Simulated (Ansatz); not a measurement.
The structure below was relaxed with LDA, PAW, 420 eV (Ansatz, a quantum-chemistry and plane-wave program; no SOC), at pressure 2.1 GPa.

```
CELL_PARAMETERS angstrom
      0.00000     3.16064     3.16064
      3.16064     0.00000     3.16064
      3.16064     3.16064     0.00000
ATOMIC_POSITIONS crystal
  Cd 0.00000 0.00000 0.00000
  Te 0.25000 0.25000 0.25000
```

Task: Find the space group and the Wyckoff positions.

Result: Space group F-43m (No. 216); a = b = c = 6.3213 Å, α = β = γ = 90.00°

```
atom  site  symmetry       x       y       z
----  ----  --------  ------  ------  ------
Cd      4a      -43m  0.0000  0.0000  0.0000
Te      4d      -43m  0.7500  0.7500  0.7500
```

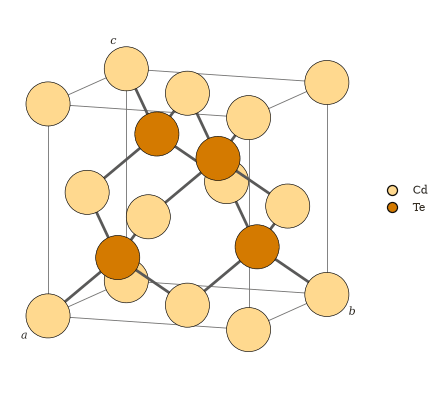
Figure: The conventional cell

Load acts through the strain it causes; cell and atoms are relaxed under it. No phonon test of stability was made. Tetrahedral semiconductors of this kind turn to denser phases somewhere between about 1 and 50 GPa; those were not computed, so compressed cells here can lie past the real transition. The cell was made from CdTe in the zinc blende structure (space group F-43m, No. 216) by this change: pressure 2.1 GPa.
